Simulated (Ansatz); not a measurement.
```yaml
atoms:
  - { symbol: F, position_ang: [1.4072, 1.8565, -1.4425] }
  - { symbol: Si, position_ang: [1.8524, 1.1122, -0.0611] }
  - { symbol: Si, position_ang: [0.1114, -0.3420, 0.4285] }
  - { symbol: Si, position_ang: [-1.3056, -0.6109, -1.1602] }
  - { symbol: H, position_ang: [2.0479, 2.1552, 0.9871] }
  - { symbol: H, position_ang: [3.1506, 0.4152, -0.2967] }
  - { symbol: H, position_ang: [0.2578, -1.3681, 1.4987] }
  - { symbol: H, position_ang: [-1.4079, 0.3923, -2.2518] }
  - { symbol: H, position_ang: [-2.4562, -1.5518, -1.0874] }
```

Geometry: PBE0-D3(BJ)/def2-SVP.

Theory: isolated molecule in a Gaussian basis; Kohn-Sham density functional theory, functional PBE0 (Ansatz).

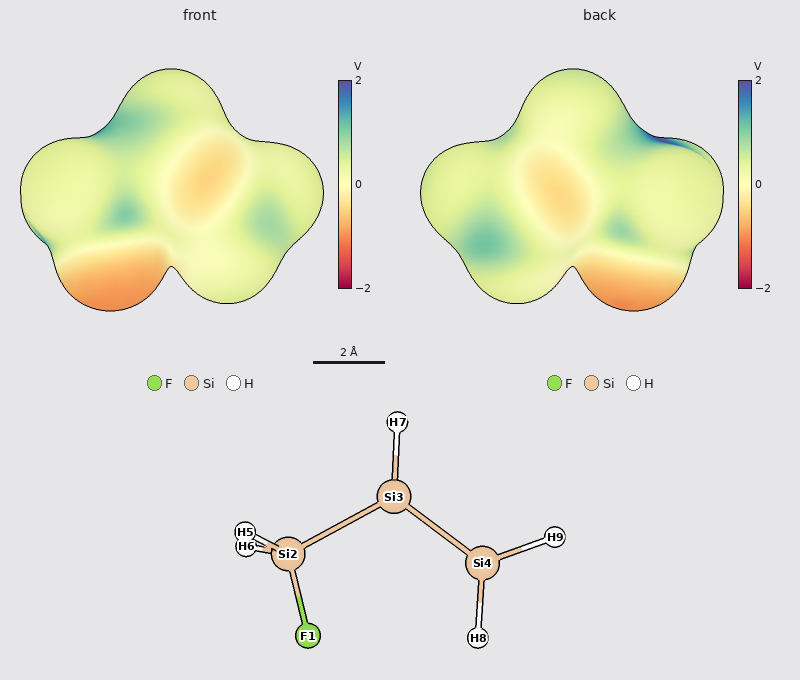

FH₅Si₃ (SMILES F[SiH2][SiH]=[SiH2]). The electrostatic potential painted on the density surface at 0.002 e/bohr³, seen from the front and from behind; the colour scale runs from red (negative) to blue (positive). The bare structure is drawn below in the same view.

Which sites attract a positive test charge, and which a negative one?

A positive charge is drawn to the negative regions and a negative charge to the positive ones. The most negative region (about −1.0 V) lies over F1, the most positive (about +1.8 V) over Si2.

What dipole moment does the calculation give?

Its dipole moment is 1.20 D.
